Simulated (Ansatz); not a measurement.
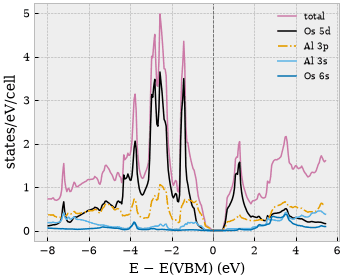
Fig. 1. Total and projected density of states of Al2Os (MoSi2 or CaC2 type, I4/mmm), the program Ansatz at the r²SCAN level (PAW)

### Question
Which orbitals carry the states next to the gap?

### Answer
Top 1 eV of the valence band: Al 3p 58 %, Os 5d 22 %, Al 3s 14 %. Bottom 1 eV of the conduction band: Os 5d 73 %, Al 3p 21 %. Projections are on Löwdin-orthogonalised atomic valence shells; empty p or d shells of many metals are not among them.

### Question
Where is the tallest occupied peak in this window, and what makes it?

### Answer
Near -2.6 eV, about 5.0 states/eV per cell; the largest projected share is Os 5d.

The first step of the workflow began from a Materials Project structure, measured or hypothetical; the Crystallography Open Database copy checked does not list it. Whether it is the stable phase at ambient conditions was not checked. The r²SCAN relaxation kept the symmetry of its start; its stability against distortions is not shown here. No spin polarisation was allowed. Spin–orbit coupling is left out wherever it is not named.

Potentials: the later of the program's two PAW sets.
